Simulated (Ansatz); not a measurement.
# BF2H···HF: what the fields show

```xyz
6

B    -0.0103   -0.4250   -0.3993
F    -0.0061   -0.0065    2.0826
F     1.1418    0.1777   -0.6601
F    -1.1424    0.1447   -0.7836
H    -0.0179   -1.5271    0.0754
H     0.1464   -0.8897    1.8192
```

Computed with Ansatz, RKS BLYP-D4/def2-SVP.

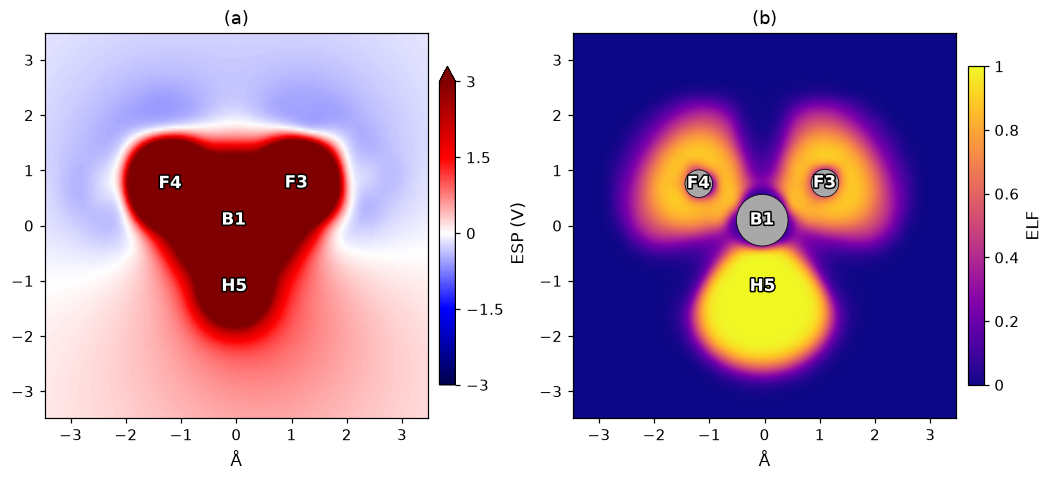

Figure 1. (a) electrostatic potential; (b) ELF on the plane of atoms F4, B1 and H5. Grey discs cover the atomic cores in the ELF map.

Read the bonding off the picture.

- Atoms in the plane: B, F and H.
- B–F (1.32 Å): the ELF peaks at about 0.85 between the atoms, as expected for a polar covalent bond.
- B–H (1.20 Å): the ELF climbs to about 1 towards the hydrogen, as it does in any bond to H: a covalent bond by its length.
- The ELF also peaks beside F4 and F3, away from the bonds: lone-pair regions.
- Outside the dense part of the complex the potential is most negative (−0.6 V) near F4.

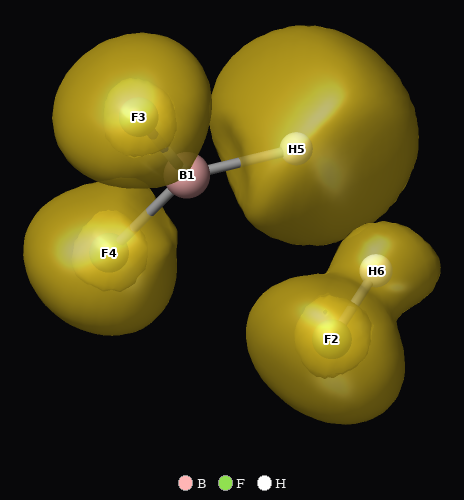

Figure 2. Isosurface of the electron localisation function at 0.75 (yellow), seen at an oblique angle. Core shells and regions of very low density are left out.

Describe the localisation domains.

The surface consists of one region around a hydrogen nucleus, two regions on F in which the atom's valence shell and bonds are merged and one joined region spread over several atoms (F, H), in which their bonds and any lone pairs are merged. Along the contacts the grid gives the following. B1···H6 (2.27 Å): the ELF dips to about 0.05 between them.

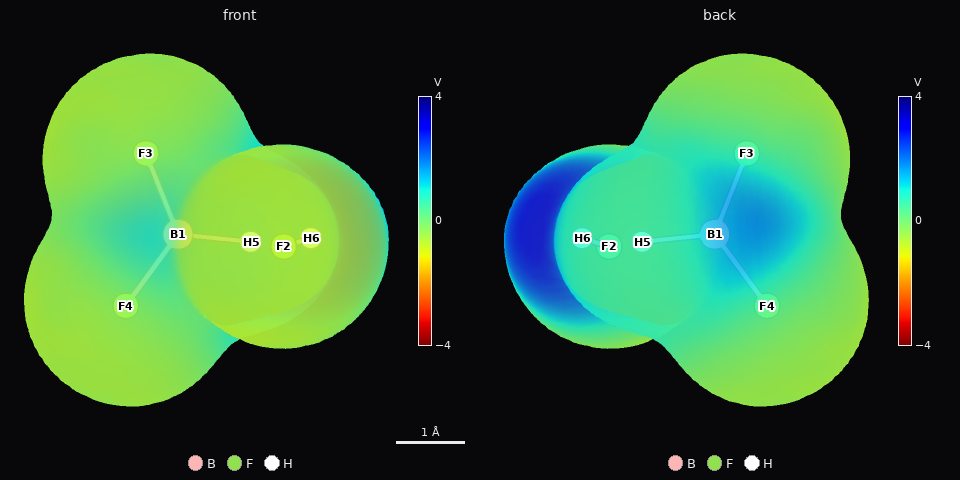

Figure 3. The molecular electrostatic potential painted on the density surface at 0.002 e/bohr³, seen from the front and from behind; the colour scale runs from red (negative) to blue (positive).

Where is the surface potential most negative and most positive?

The most negative region (about −0.8 V) lies over F2, the most positive (about +3.1 V) over H6.
